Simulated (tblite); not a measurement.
## Geometry relaxation, with input and output: AlSi2H6ClO2 (part 1 of 2)

- system: AlSi2H6ClO2, SMILES [SiH3][O][Al]([Cl])[O][SiH3]
- method: GFN2-xTB geometry optimisation, gas phase (tblite 0.8.0)

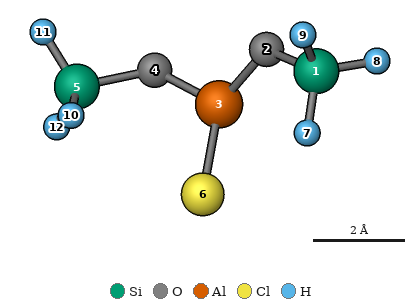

*The starting structure (ball-and-stick view, seen at a tilt; atoms are numbered from 1 in the order of the input). Sticks mark near contacts.*

**Input**
```
{"job": {"kind": "relax", "xc": "GFN2-xTB", "basis": "xTB"}, "charge": 0, "multiplicity": 1}
Si     2.612984    -2.689263    -1.340740
O      2.894139    -1.351890    -0.190199
Al     1.673464     0.048724     0.132978
O      1.944454     1.019464     1.707893
Si     0.795034     1.075578     3.060002
Cl    -0.433051    -0.335091    -0.450789
H      1.275127    -2.650097    -1.791908
H      3.503709    -2.564471    -2.426687
H      2.857627    -3.899637    -0.668615
H     -0.140689     0.058374     2.914160
H      1.503777     0.967671     4.279926
H      0.120572     2.335892     3.003182
```

The first line tells a small driver script what to run in tblite; the rest is the geometry in Å.

Run on 1 CPU thread, shared host.

Launch command:
```bash
OMP_NUM_THREADS=1 python <driver script> task.json out
```

**What the program printed**
```
step      E/eV     max force
  0    -557.71439    3.159
  1    -558.36114    2.319
  2    -559.02293    1.732
  3    -559.19889    1.190
  4    -559.34054    1.001
  5    -559.38763    0.850
  6    -559.45689    0.635
  7    -559.48696    0.573
  8    -559.52727    0.552
  9    -559.55689    0.553
 10    -559.58289    0.676
 11    -559.60194    0.525
 12    -559.62071    0.408
 13    -559.63811    0.373
 14    -559.66536    0.574
 15    -559.70000    0.608
 16    -559.72668    0.397
 17    -559.73947    0.312
 18    -559.75415    0.502
 19    -559.78085    0.724
 20    -559.81256    0.766
 21    -559.84084    0.575
 22    -559.86276    0.322
 23    -559.87469    0.348
 24    -559.89265    0.561
 25    -559.92198    0.579
 26    -559.95643    0.452
 27    -559.97181    0.417
 28    -559.98405    0.276
 29    -559.99546    0.289
 30    -560.00600    0.256
 31    -560.01413    0.231
 32    -560.02268    0.249
 33    -560.03109    0.207
 34    -560.03776    0.212
 35    -560.04288    0.202
 36    -560.04912    0.211
 37    -560.05680    0.261
 38    -560.06441    0.236
 39    -560.06972    0.242
 40    -560.07276    0.143
 41    -560.07502    0.132
 42    -560.07829    0.159
 43    -560.08243    0.177
 44    -560.08672    0.160
 45    -560.09031    0.133
 46    -560.09336    0.141
 47    -560.09620    0.153
 48    -560.09865    0.137
 49    -560.10072    0.118
 50    -560.10274    0.116
 51    -560.10526    0.176
 52    -560.10836    0.152
 53    -560.11182    0.114
 54    -560.11300    0.076
 55    -560.11376    0.082
 56    -560.11461    0.097
 57    -560.11616    0.128
 58    -560.11823    0.133
 59    -560.12001    0.090
 60    -560.12095    0.060
 61    -560.12158    0.055
 62    -560.12250    0.084
 63    -560.12438    0.138
 64    -560.12767    0.171
 65    -560.13162    0.179
 66    -560.13453    0.106
 67    -560.13591    0.090
 68    -560.13646    0.092
 69    -560.13743    0.102
 70    -560.13935    0.110
 71    -560.14199    0.192
 72    -560.14386    0.147
 73    -560.14514    0.077
 74    -560.14591    0.045
 75    -560.14634    0.047
 76    -560.14659    0.045
 77    -560.14686    0.044
 78    -560.14733    0.040
 79    -560.14800    0.052
 80    -560.14872    0.046
 81    -560.14925    0.051
 82    -560.14963    0.055
 83    -560.15005    0.056
 84    -560.15089    0.059
 85    -560.15207    0.069
 86    -560.15318    0.072
 87    -560.15369    0.042
 88    -560.15389    0.028
 89    -560.15396    0.020
 90    -560.15401    0.023
 91    -560.15405    0.017
 92    -560.15413    0.018
 93    -560.15419    0.021
 94    -560.15427    0.021
 95    -560.15433    0.020
 96    -560.15438    0.015
 97    -560.15443    0.016
 98    -560.15448    0.019
 99    -560.15452    0.024
100    -560.15456    0.022
101    -560.15459    0.017
102    -560.15462    0.011
103    -560.15464    0.011
104    -560.15465    0.008
```

**Trajectory as extended XYZ (Å, eV, eV/Å), 27 frames, from step=0 to step=104**
```
12
Properties=species:S:1:pos:R:3:forces:R:3 step=0 energy=-557.71439
Si    2.6130   -2.6893   -1.3407    0.4890   2.3440   1.9460
O     2.8941   -1.3519   -0.1902   -2.3290   0.3640  -1.6450
Al    1.6735    0.0487    0.1330    0.3920  -1.6080   2.2490
O     1.9445    1.0195    1.7079   -2.1050  -1.2550  -0.6600
Si    0.7950    1.0756    3.0600    2.1610   0.8680  -2.1350
Cl   -0.4331   -0.3351   -0.4508    1.8860   0.6010   0.2540
H     1.2751   -2.6501   -1.7919   -1.0830   0.1000  -0.3430
H     3.5037   -2.5645   -2.4267    0.8400   0.3510  -0.8250
H     2.8576   -3.8996   -0.6686    0.2850  -0.9410   0.8750
H    -0.1407    0.0584    2.9142   -1.1120  -1.3830  -0.2160
H     1.5038    0.9677    4.2799    0.7730  -0.1320   0.6780
H     0.1206    2.3359    3.0032   -0.1970   0.6900  -0.1780
12
Properties=species:S:1:pos:R:3:forces:R:3 step=4 energy=-559.34054
Si    2.6241   -2.6087   -1.2797   -0.1740  -0.0880  -0.2100
O     2.7015   -1.2688   -0.2875    0.2730  -0.7790  -0.5670
Al    1.6570   -0.1142    0.3062   -0.3000  -0.1460   0.0990
O     1.8037    0.9015    1.6236   -0.2100   0.0900   0.8100
Si    0.8586    1.0964    2.9778   -0.3770  -0.2930   0.1040
Cl   -0.2321   -0.2704   -0.4202   -0.1770   0.1690  -0.1920
H     1.2434   -2.6406   -1.7985    0.1700  -0.0230   0.0480
H     3.5426   -2.5203   -2.4344   -0.0100   0.3120   0.3820
H     2.8760   -3.9044   -0.6057    0.0480   0.5220   0.2110
H    -0.1636    0.0119    2.9040    0.2590   0.2240   0.0700
H     1.5623    0.9604    4.2707    0.2250   0.0000  -0.5000
H     0.1337    2.3724    2.9729    0.2730   0.0120  -0.2570
12
Properties=species:S:1:pos:R:3:forces:R:3 step=8 energy=-559.52727
Si    2.6023   -2.6289   -1.3161   -0.0290  -0.0770  -0.1060
O     2.6719   -1.3097   -0.3541   -0.0260   0.3260   0.4450
Al    1.6387   -0.1947    0.3711   -0.0990   0.0670  -0.2260
O     1.7554    0.8480    1.6876    0.2920  -0.3750  -0.2400
Si    0.8101    1.0833    3.0004   -0.0220   0.0740   0.1130
Cl   -0.2247   -0.2200   -0.4537   -0.0790   0.0800  -0.0600
H     1.2391   -2.6498   -1.8068   -0.2350  -0.1720  -0.2210
H     3.5655   -2.4465   -2.3817    0.2270   0.1650  -0.1310
H     2.8929   -3.8211   -0.5395    0.0780  -0.0700   0.2470
H    -0.1590    0.0087    2.9189   -0.3670  -0.1990   0.1850
H     1.6297    0.9565    4.1880    0.2680  -0.0180   0.1210
H     0.1850    2.3895    2.9151   -0.0070   0.1990  -0.1280
12
Properties=species:S:1:pos:R:3:forces:R:3 step=12 energy=-559.62071
Si    2.5909   -2.6313   -1.3365    0.0730   0.1420   0.1650
O     2.6561   -1.3171   -0.3346   -0.1490  -0.1210  -0.0700
Al    1.6022   -0.2155    0.3575   -0.0830   0.0830  -0.1180
O     1.7639    0.7485    1.7182   -0.1580  -0.1490   0.0810
Si    0.7937    1.0742    3.0155    0.1470  -0.1370  -0.0950
Cl   -0.2500   -0.1746   -0.4906   -0.0450   0.0730  -0.0620
H     1.2068   -2.6940   -1.8549    0.3330  -0.1180  -0.0180
H     3.6122   -2.3714   -2.3642   -0.1640  -0.0170   0.1380
H     2.9151   -3.7716   -0.4617   -0.0410   0.1280  -0.1460
H    -0.2190   -0.0107    2.9740    0.0720   0.3390   0.2160
H     1.7140    0.9537    4.1526   -0.1130   0.0510  -0.0680
H     0.2212    2.4251    2.8541    0.1270  -0.2750  -0.0210
12
Properties=species:S:1:pos:R:3:forces:R:3 step=16 energy=-559.72668
Si    2.6011   -2.6038   -1.3206    0.0940  -0.1860  -0.0560
O     2.5818   -1.3301   -0.3041   -0.0610   0.1780  -0.1490
Al    1.5160   -0.2065    0.2909    0.0120  -0.1050   0.2200
O     1.7405    0.5546    1.7514   -0.1150   0.0850  -0.0560
Si    0.8219    1.0249    3.0184    0.0530   0.1900   0.1300
Cl   -0.3027   -0.0855   -0.5647   -0.2730   0.1470  -0.2480
H     1.2800   -2.7993   -1.9313    0.0980  -0.0040  -0.0130
H     3.6239   -2.2800   -2.3057    0.0560   0.0000  -0.0720
H     2.9342   -3.6831   -0.4071    0.0730  -0.2400  -0.0010
H    -0.2885    0.0774    3.1322   -0.0170   0.0220   0.1080
H     1.7895    0.9682    4.1026    0.0120   0.0070   0.1510
H     0.3097    2.3785    2.7673    0.0670  -0.0940  -0.0150
12
Properties=species:S:1:pos:R:3:forces:R:3 step=20 energy=-559.81256
Si    2.6521   -2.6252   -1.3147    0.0620   0.1820   0.0400
O     2.4408   -1.3071   -0.3706   -0.0430  -0.2750  -0.2320
Al    1.3476   -0.2634    0.2874   -0.5780   0.0930  -0.4950
O     1.6302    0.3297    1.8003   -0.1910   0.0960   0.2120
Si    0.8613    0.9986    3.0741   -0.1900  -0.2030   0.1140
Cl   -0.4009    0.0982   -0.7319    0.4090  -0.0080   0.2490
H     1.4135   -2.9358   -2.0307   -0.0100  -0.0700   0.0050
H     3.6665   -2.1517   -2.2441    0.1840  -0.1360  -0.0820
H     2.9923   -3.6422   -0.3294    0.1120  -0.1700  -0.0920
H    -0.3552    0.2127    3.3747    0.2690   0.0680   0.0530
H     1.9052    0.9894    4.0787    0.0730  -0.0140   0.2240
H     0.4536    2.3121    2.6354   -0.0980   0.4370   0.0030
12
Properties=species:S:1:pos:R:3:forces:R:3 step=24 energy=-559.89265
Si    2.7082   -2.6304   -1.3076   -0.0150  -0.1850  -0.2420
O     2.3151   -1.3008   -0.4590   -0.1190  -0.1600   0.1170
Al    1.2005   -0.2954    0.2520    0.4330   0.1210   0.3350
O     1.4970    0.2309    1.8165   -0.3540  -0.0300  -0.0240
Si    0.8807    1.0014    3.1288    0.0910   0.2570  -0.2420
Cl   -0.4215    0.2199   -0.8135   -0.2720   0.1170  -0.0960
H     1.5154   -3.0221   -2.0757    0.0760  -0.0780   0.0400
H     3.7265   -2.1314   -2.2367    0.0940  -0.1480   0.1410
H     3.0519   -3.6878   -0.3350    0.0630   0.2460  -0.2070
H    -0.3425    0.3033    3.5353    0.0880  -0.0340   0.0860
H     1.9559    0.9995    4.1348   -0.1630  -0.0340  -0.2000
H     0.5200    2.3282    2.5891    0.0770  -0.0730   0.2920
12
Properties=species:S:1:pos:R:3:forces:R:3 step=28 energy=-559.98405
Si    2.7375   -2.6470   -1.3582   -0.0670   0.0280   0.0290
O     2.1737   -1.3750   -0.5079    0.0610  -0.0110   0.0790
Al    1.1467   -0.3028    0.2370   -0.2550  -0.0060  -0.0620
O     1.3045    0.1338    1.8417   -0.0010   0.2620  -0.0190
Si    0.8808    1.0434    3.1411   -0.0970  -0.1610   0.0330
Cl   -0.4450    0.3398   -0.8623    0.1640   0.0210   0.1250
H     1.5910   -3.1247   -2.1130   -0.0930  -0.1090  -0.2350
H     3.8240   -2.1477   -2.1914    0.0570   0.0480  -0.0080
H     3.1285   -3.6471   -0.3797    0.1630  -0.1130   0.1300
H    -0.2998    0.3593    3.6872    0.0320   0.1290  -0.0060
H     1.9788    0.9972    4.1187   -0.0120   0.0130  -0.2380
H     0.5865    2.3860    2.6160    0.0500  -0.1000   0.1720
12
Properties=species:S:1:pos:R:3:forces:R:3 step=32 energy=-560.02268
Si    2.7364   -2.6557   -1.3685   -0.0140  -0.0270   0.0660
O     2.1062   -1.4069   -0.5147   -0.0230  -0.1310  -0.0100
Al    1.0750   -0.3275    0.2321    0.1130  -0.1200   0.0000
O     1.2145    0.1107    1.8406   -0.0130   0.0910  -0.1060
Si    0.8673    1.0268    3.1511    0.0440  -0.0010  -0.0590
Cl   -0.4380    0.4195   -0.8802   -0.0810   0.0790  -0.0450
H     1.6322   -3.1993   -2.1837    0.2240   0.0880   0.0640
H     3.8629   -2.1232   -2.1526   -0.1970   0.0030   0.0740
H     3.1938   -3.6250   -0.3653   -0.0190   0.0310  -0.0670
H    -0.2983    0.4213    3.7774   -0.1490  -0.0330   0.0300
H     2.0125    0.9980    4.0476    0.2030  -0.0940   0.0110
H     0.6426    2.3765    2.6454   -0.0880   0.1140   0.0430
12
Properties=species:S:1:pos:R:3:forces:R:3 step=36 energy=-560.04912
Si    2.7395   -2.6719   -1.3585    0.1210  -0.0720   0.0280
O     2.0539   -1.4581   -0.5145   -0.1120   0.0230   0.1340
Al    1.0389   -0.3572    0.2162   -0.0400   0.1270   0.0030
O     1.1494    0.1377    1.8102    0.0150  -0.0440  -0.0150
Si    0.8660    1.0203    3.1559    0.0510   0.1380   0.1120
Cl   -0.4365    0.4816   -0.8886   -0.0320  -0.0070  -0.0630
H     1.7080   -3.2300   -2.2203   -0.1010  -0.0670  -0.0810
H     3.8457   -2.1117   -2.1185    0.0890   0.1650  -0.0970
H     3.2368   -3.6221   -0.3751    0.0030  -0.1340   0.1290
H    -0.3120    0.4629    3.8314    0.0860  -0.0150  -0.0980
H     2.0658    0.9709    3.9977   -0.0110  -0.1360  -0.0910
H     0.6516    2.3929    2.6933   -0.0700   0.0210   0.0410
12
Properties=species:S:1:pos:R:3:forces:R:3 step=40 energy=-560.07276
Si    2.7524   -2.6956   -1.3455   -0.0770   0.1120   0.0460
O     2.0322   -1.5076   -0.4707   -0.0310  -0.0310  -0.0220
Al    1.0398   -0.3448    0.2062   -0.0360   0.0030   0.0030
O     1.1375    0.1996    1.7845    0.0250   0.0030   0.0250
Si    0.8718    1.0447    3.1625   -0.0040  -0.0590  -0.0980
Cl   -0.4439    0.4949   -0.8904    0.0130  -0.0310  -0.0980
H     1.7232   -3.2354   -2.2432    0.0630  -0.0240   0.0930
H     3.8321   -2.0800   -2.1205   -0.0120   0.0500   0.0560
H     3.2562   -3.6541   -0.3602   -0.0400  -0.0020  -0.0330
H    -0.3085    0.4549    3.8050    0.0960  -0.0060  -0.0230
H     2.1014    0.9104    3.9429   -0.0130  -0.0260   0.0060
H     0.6130    2.4282    2.7586    0.0160   0.0130   0.0450
12
Properties=species:S:1:pos:R:3:forces:R:3 step=44 energy=-560.08672
Si    2.7528   -2.6772   -1.3190    0.1030  -0.0810  -0.0670
O     1.9578   -1.5360   -0.4593    0.0120   0.0190  -0.0150
Al    0.9859   -0.3444    0.1920   -0.1150   0.0230  -0.0750
O     1.1058    0.1784    1.7743   -0.0170   0.0370  -0.0470
Si    0.8885    1.0342    3.1483    0.0660   0.0740   0.0820
Cl   -0.4459    0.5302   -0.9529    0.0780  -0.0610  -0.0010
H     1.7934   -3.2812   -2.2448   -0.0550   0.0020   0.0300
H     3.8230   -2.0190   -2.0817   -0.0700   0.0310   0.1400
H     3.2635   -3.6580   -0.3558   -0.0260   0.0950  -0.0010
H    -0.2784    0.4876    3.8366   -0.0170  -0.1030   0.0020
H     2.1321    0.8689    3.9024   -0.0180  -0.0090  -0.0240
H     0.6285    2.4318    2.7891    0.0610  -0.0280  -0.0240
12
Properties=species:S:1:pos:R:3:forces:R:3 step=48 energy=-560.09865
Si    2.7519   -2.6704   -1.3076   -0.0790   0.0490   0.0840
O     1.8927   -1.5645   -0.4587   -0.0010  -0.0200  -0.0270
Al    0.9264   -0.3650    0.1860    0.0800   0.0200  -0.0420
O     1.0728    0.1634    1.7644   -0.1060   0.0830  -0.0240
Si    0.9040    1.0274    3.1447    0.0270  -0.0610  -0.0470
Cl   -0.4224    0.5518   -1.0121   -0.0510  -0.0100  -0.0310
H     1.8305   -3.3176   -2.2419   -0.0260   0.0170  -0.0100
H     3.8023   -1.9308   -2.0051    0.0220   0.0140   0.0060
H     3.2662   -3.6185   -0.3238    0.0430  -0.0190   0.0480
H    -0.2565    0.4819    3.8510    0.0360  -0.0480   0.0020
H     2.1759    0.8259    3.8326    0.0140   0.0100   0.0670
H     0.6633    2.4318    2.7997    0.0420  -0.0350  -0.0250
```
